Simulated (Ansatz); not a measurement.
CH₄BFGe (SMILES C[B](F)[GeH])

The calculation's input:

```
crystal:
  periodic: [false, false, false]
  atoms:
    - symbol: C
      position_ang: [1.290721, -0.849245, 1.669972]
    - symbol: B
      position_ang: [1.289171, 0.663927, 1.251278]
    - symbol: F
      position_ang: [2.106847, 1.487239, 1.915810]
    - symbol: Ge
      position_ang: [0.094143, 1.359578, -0.338576]
    - symbol: H
      position_ang: [0.522209, -1.470032, 1.185741]
    - symbol: H
      position_ang: [1.179047, -0.937925, 2.764079]
    - symbol: H
      position_ang: [2.278233, -1.276955, 1.417788]
    - symbol: H
      position_ang: [-1.060876, 1.570603, 0.748096]
basis:
  gaussian:
    orbitals: def2-TZVPD
hamiltonian:
  xc: pbe0
output:
  forces: true
  orbitals: {seedname: orbitals}
```

Run with:

```sh
ansatz run input.yaml --threads 2 --pin off --max-ram 4350MiB --events-out events.jsonl --progress --plain --runs-dir runs
```

Geometry: PBE0-D3(BJ)/def2-SVP.

The calculation used isolated molecule in a Gaussian basis; Kohn-Sham density functional theory, functional PBE0 in Ansatz 0.2.0.

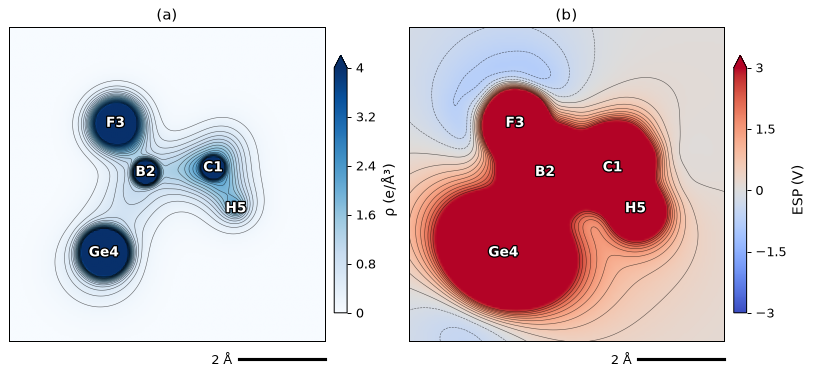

Figure 1. (a) electron density; (b) molecular electrostatic potential on the plane of atoms F3, B2 and Ge4.

Question: Describe what can be read from this map.

Answer: The section cuts through C, B, F, Ge and H sites. B–F (1.34 Å): ρ is about 2.1 e/Å³ halfway. C–B (1.57 Å): ρ at the midpoint is about 1.4 e/Å³. Ge–B (2.11 Å): ρ at the midpoint is about 0.74 e/Å³. C–H (1.10 Å): ρ at the midpoint is about 1.9 e/Å³. Outside the dense part of the molecule the potential is most negative (−0.8 V) near F3.

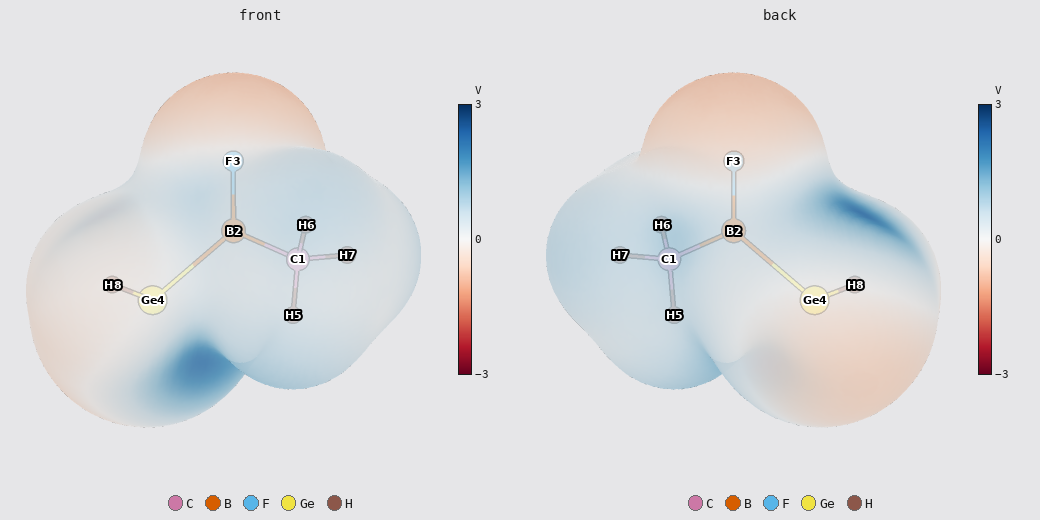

Figure 2. The electrostatic potential painted on the density surface at 0.001 e/bohr³, seen from the front and from behind; the colour scale runs from red (negative) to blue (positive).

Question: Which sites attract a positive test charge, and which a negative one?

Answer: A positive charge is drawn to the negative regions and a negative charge to the positive ones. The most negative region (about −0.7 V) lies over F3, the most positive (about +2.1 V) over Ge4.

Question: What dipole moment does the calculation give?

Answer: Its dipole moment is 1.11 D.

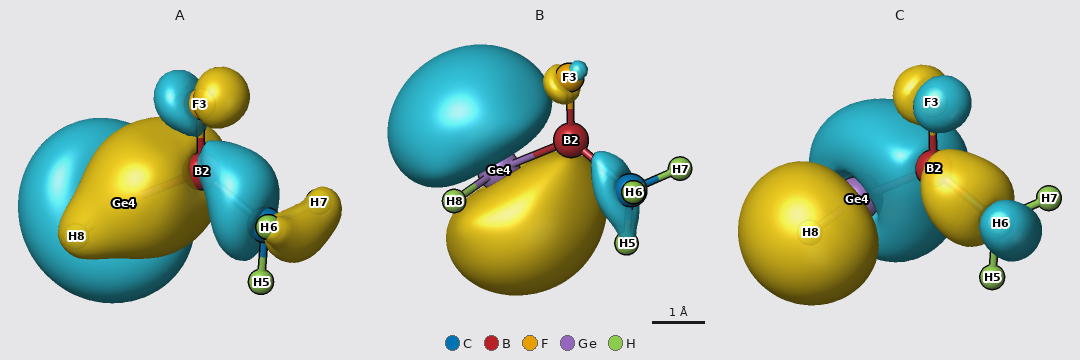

Figure 3. Three frontier orbitals at ±0.08 Å⁻³ᐟ² (yellow and cyan are the two phases), in no order.

Question: Which picture is the HOMO−1, the HOMO and the LUMO?

Answer: C is the HOMO−1 (−8.02 eV). Its weight (Hirshfeld) is mainly on Ge4 (about 50 %), H8 (about 30 %) and B2 (about 10 %). A is the HOMO (−6.37 eV). By Hirshfeld shares it lies mainly on Ge4 (about 60 %), B2 (about 20 %) and C1 (about 5 %). B is the LUMO (−2.96 eV). Its weight (Hirshfeld) is mainly on Ge4 (about 85 %).

Question: What is the HOMO–LUMO gap?

Answer: 3.41 eV between the orbital energies.
